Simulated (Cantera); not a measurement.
Input: 1 mol SiHCl₃, 0.28 mol HCl, 29 mol H₂, equilibrated at 10.0 mbar.

Equilibrium computed with Cantera from the NASA thermochemical tables; the gas is ideal and each condensed phase is pure. Candidate condensed phases: Si; 19 gas species. The tables' values for SiCl₃, SiCl are old estimates; treat these amounts as uncertain. Gases not in the tables: Si₂H₆ and higher silanes. Equilibrium is a limit: real reactors are often held back by kinetics, nucleation or transport.

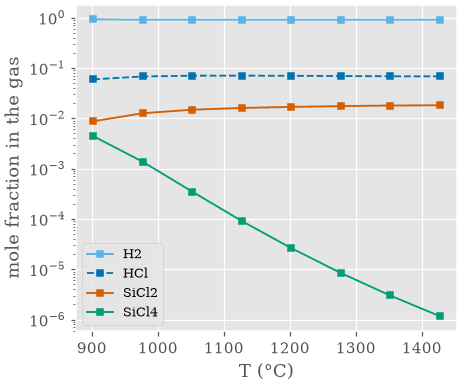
Fig. 1. Equilibrium gas composition (values under 1e-9 drawn at 1e-9)

From 902 °C to 1352 °C the condensed part is Si(s). At 1427 °C the condensed part is Si(l). The main Si-bearing gas is SiCl₂ throughout. The share of Si in condensed phases is highest at 977 °C (49.4 %) and lowest at 1427 °C (42.3 %).
